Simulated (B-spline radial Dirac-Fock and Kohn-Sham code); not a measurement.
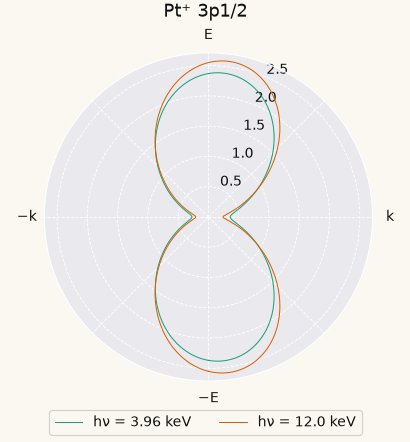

Angular distribution of photoelectrons from M2 (3p1/2) in the plane of the polarisation E (up) and the photon direction k (right), relative to an isotropic one. The figure is for Pt⁺. Computed with a radial B-spline solver: a Dirac–Hartree–Slater potential; 1 + βP₂(cos θ) + (δ + γ cos²θ) sin θ cos φ with E1 and E1–E2 terms. Open shells are averaged over j.

### What are β, γ and δ at 12.0 keV?

β = 1.549, γ = 0.623, δ = 0.015.
